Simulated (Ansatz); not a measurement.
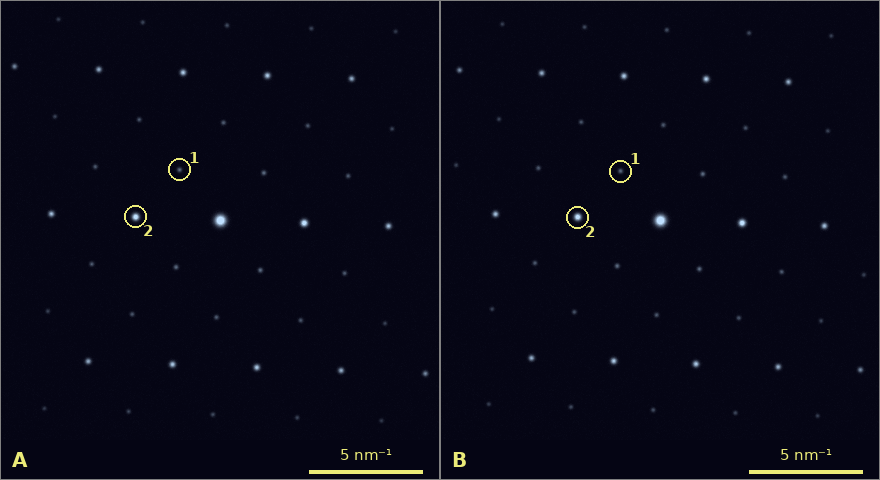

Kinematic electron diffraction patterns (120 kV, B = 0.5 Å², same scale) along [100] of the run's own cell, for the start and the end of one relaxation of Hg2Ge with DFT PBE, scalar-relativistic, plane waves, PAW (Ansatz). k mesh 18×18×18. The start is a generated model structure, and the relaxation ends in the nearest stationary point of its symmetry, not necessarily the ground state. Spot 1 is 0 -1 0 and spot 2 is 0 0 -1 in both.

Start structure:

```
Ge Hg
1.0
    -1.88264    1.88264    4.61836
     1.88264   -1.88264    4.61836
     1.88264    1.88264   -4.61836
Ge Hg
1 2
Cartesian
  0.0000 0.0000 0.0000
  0.0000 0.0000 6.1424
  0.0000 0.0000 3.0943
```

> Which pattern belongs to the start structure, and which to the relaxed one?

A is the start: its cell gives d(1) = 3.487 Å, d(2) = 2.662 Å and an angle of 49.1°. B is the relaxed structure, with d(1) = 3.572 Å (+2.5 %), d(2) = 2.729 Å (+2.5 %) and 49.1°.

> What did the relaxation do to the structure and the energy?

The volume changed by +7.3 % to 23.43 Å³ an atom; the fractional coordinates hardly changed; the space group stayed I4/mmm (No. 139); the free energy fell by 18 meV an atom. Relaxed cell: a = 5.450 Å, b = 5.450 Å, c = 5.450 Å, α = 138.53°, β = 138.53°, γ = 60.10°.
